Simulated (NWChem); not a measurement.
# CH2BN (SMILES BC#N): B3LYP/def2-TZVP

What is the vertical ionisation energy of CH2BN at B3LYP/def2-TZVP? 

The calculation is run with NWChem 7.3.0.

**1. Starting point**

The species is CH2BN (5 atoms), meant as a singlet with charge 0. As SMILES, `BC#N`. The shape is that of a PBE0-D4/def2-TZVP optimisation.

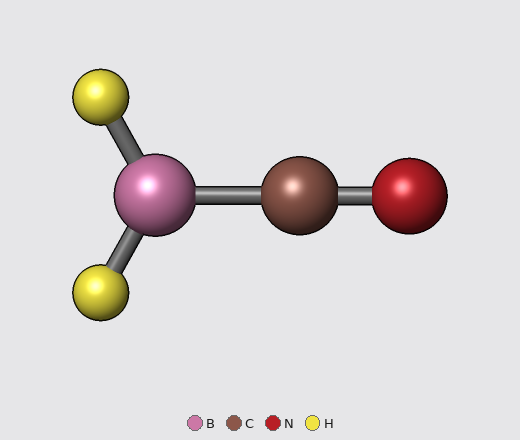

The structure, seen from a chosen angle (boron pink, carbon brown, nitrogen red, hydrogen yellow).

**2. The energy at B3LYP/def2-TZVP**

Input file m1.nw:

```
start m1
memory 2200 mb
charge 0

geometry units angstroms noautosym nocenter noautoz
   B    -0.219200    0.441300   -0.341900
   C     0.352700   -0.696700    0.490700
   N     0.786500   -1.559600    1.122200
   H    -0.744300    0.187400   -1.377600
   H    -0.125900    1.554000    0.065300
end

basis spherical bse
   * library def2-TZVP
end

dft
   xc b3lyp
   grid coarse
   convergence energy 1e-08
   iterations 100
   mulliken
   noprint "final vectors analysis"
end

task dft energy
```

Launch:

```sh
$ nwchem m1.nw > m1.out
```

Standard output:

```text
[...]
          Wavefunction type:  closed shell.
          No. of atoms     :     5
          No. of electrons :    20
[...]
          Charge           :     0
          Spin multiplicity:     1
[...]
          AO basis - number of functions:   105
[...]
              XC Information
              --------------
                         B3LYP Method XC Potential
                     Hartree-Fock (Exact) Exchange  0.200
                        Slater Exchange Functional  0.800 local
                    Becke 1988 Exchange Functional  0.720 non-local
              Lee-Yang-Parr Correlation Functional  0.810
                  VWN I RPA Correlation Functional  0.190 local
[...]
 d= 0,ls=0.0,diis     1   -118.8523386656 -1.65D+02  8.93D-03  5.83D-01     1.6
[...]
 d= 0,ls=0.0,diis    11   -118.9227389768 -9.84D-11  3.31D-08  1.42D-11    12.9
         Total DFT energy =     -118.922738976838
      One electron energy =     -250.468543311824
           Coulomb energy =      102.400417671421
    Exchange-Corr. energy =      -17.061849032722
 Nuclear repulsion energy =       46.207235696287
[...]
      Total Density - Mulliken Population Analysis
     ---------------------------------------------
    Atom       Charge   Shell Charges
 -----------   ------   -------------------------------------------------------
    1 B    5     4.97   0.91  1.06  0.55  0.51  0.05  0.97  0.75  0.09  0.03  0.04  0.01
    2 C    6     6.12   0.86  1.11  0.59  0.55  0.08  1.32  1.20  0.35  0.02  0.03  0.01
    3 N    7     6.99   0.82  1.15  0.64  0.80  0.26  1.44  1.26  0.59  0.01  0.03  0.00
    4 H    1     0.96   0.27  0.49  0.20  0.01
    5 H    1     0.96   0.27  0.49  0.20  0.01
[...]
```

Wall time 14 s (1 thread of Intel Xeon Platinum 8559C (Emerald Rapids), shared host); peak memory 0.12 GiB.

**3. The doublet cation, same level**

Input file test.nw:

```
start test
memory 2200 mb
charge 1

geometry noautosym nocenter noautoz
  B       -0.219200       0.441300      -0.341900
  C        0.352700      -0.696700       0.490700
  N        0.786500      -1.559600       1.122200
  H       -0.744300       0.187400      -1.377600
  H       -0.125900       1.554000       0.065300
end

basis "ao basis" spherical bse
  * library def2-TZVP
end

dft
  xc b3lyp
  mult 2
  grid coarse
  convergence energy 1e-08
  iterations 100
  mulliken
  noprint "final vectors analysis"
end

task dft energy
```

Launch:

```sh
$ nwchem test.nw > test.out
```

Standard output:

```text
[...]
          Wavefunction type:  spin polarized.
          No. of atoms     :     5
          No. of electrons :    19
[...]
          Charge           :     1
          Spin multiplicity:     2
[...]
          AO basis - number of functions:   105
[...]
              XC Information
              --------------
                         B3LYP Method XC Potential
                     Hartree-Fock (Exact) Exchange  0.200
                        Slater Exchange Functional  0.800 local
                    Becke 1988 Exchange Functional  0.720 non-local
              Lee-Yang-Parr Correlation Functional  0.810
                  VWN I RPA Correlation Functional  0.190 local
[...]
 d= 0,ls=0.0,diis     1   -118.2091454316 -1.64D+02  1.01D-02  4.34D-01     2.3
[...]
 d= 0,ls=0.0,diis    14   -118.4699876462 -8.26D-09  2.49D-07  8.79D-10    18.5
[...]
         Total DFT energy =     -118.469987646188
      One electron energy =     -244.345750093029
           Coulomb energy =       96.389717469485
    Exchange-Corr. energy =      -16.721190718931
 Nuclear repulsion energy =       46.207235696287
[...]
      Total Density - Mulliken Population Analysis
     ---------------------------------------------
    Atom       Charge   Shell Charges
 -----------   ------   -------------------------------------------------------
    1 B    5     4.85   0.92  1.05  0.59  0.54  0.03  0.93  0.69  0.04  0.03  0.03  0.01
    2 C    6     5.84   0.86  1.11  0.61  0.57  0.04  1.28  1.12  0.18  0.02  0.03  0.02
    3 N    7     6.74   0.82  1.15  0.67  0.88  0.30  1.38  1.15  0.34  0.01  0.03  0.00
    4 H    1     0.79   0.24  0.44  0.10  0.01
    5 H    1     0.79   0.24  0.44  0.10  0.01
[...]
      <S2> =      0.7595 (Exact =     0.7500)
[...]
```

Wall time 19 s (1 thread of Intel Xeon Platinum 8559C (Emerald Rapids), shared host); peak memory 0.12 GiB.

**4. Summary of results**

Level: B3LYP/def2-TZVP.

| quantity | value |
| --- | --- |
| singlet CH2BN: total energy | -118.92274 Eh |
| singlet CH2BN: dipole moment | 2.71 D |
| doublet cation: total energy | -118.46999 Eh |
| doublet cation: ⟨S²⟩ | 0.759 |
| vertical ionisation energy (to the doublet cation) | 12.320 eV |

In words: Removing an electron at fixed nuclei costs 12.32 eV (1189 kJ/mol). Mulliken charges (doublet cation) run from +0.15 on B1 to +0.26 on N3.
